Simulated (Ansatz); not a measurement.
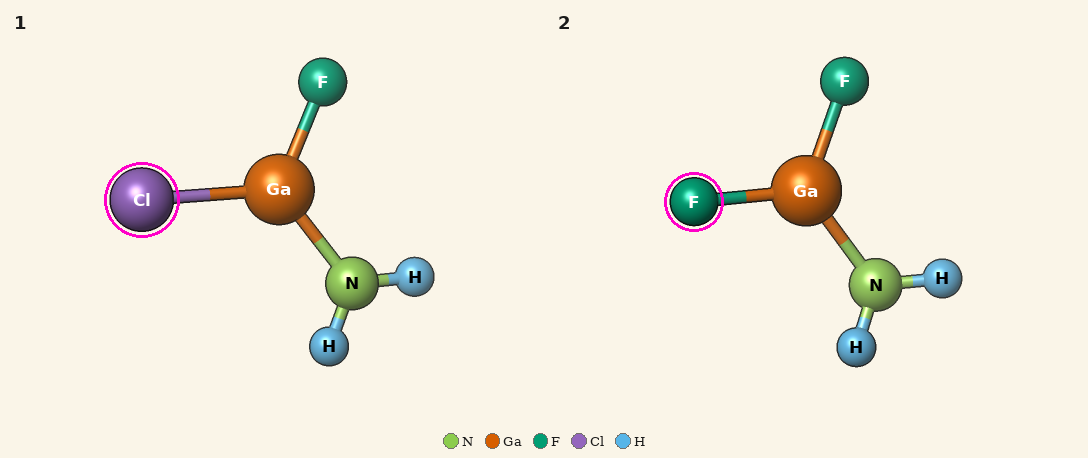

2 molecules with one skeleton, seen from the same side and at one scale; the atom that differs is circled. Each species is neutral and a spin singlet. Computed geometries: PBE0-D4/def2-TZVP optimisations, one conformation each. Properties computed with Ansatz 0.2.0.

One atom differs, called X below: Cl in panel 1, F in panel 2. Their formulas are ClFGaH2N (`[NH2][Ga]([F])[Cl]`), F2GaH2N (`[NH2][Ga]([F])[F]`).

In which is the dipole moment larger (B3LYP-D4/def2-TZVPP)?

Answer. In panel 2 (X = F).

In which is the length of X–Ga larger (PBE0-D4/def2-TZVP)?

Answer. In panel 1 (X = Cl).

Give the values. With PBE0-D4/def2-TZVP: length of X–Ga (Å), angle F–Ga–X (°). With ωB97M-V/def2-SVP: HOMO energy (Kohn–Sham orbital) (eV), HOMO–LUMO gap (eV). With B3LYP-D4/def2-TZVPP: dipole moment (D).

```csv
quantity,1 (Cl),2 (F),2 − 1
length of X–Ga (Å),2.117,1.739,−0.378
angle F–Ga–X (°),116.9,115.1,−1.8
HOMO energy (Kohn–Sham orbital) (eV),−10.33,−10.50,−0.17
HOMO–LUMO gap (eV),11.40,11.40,0.00
dipole moment (D),2.93,3.30,+0.37
```
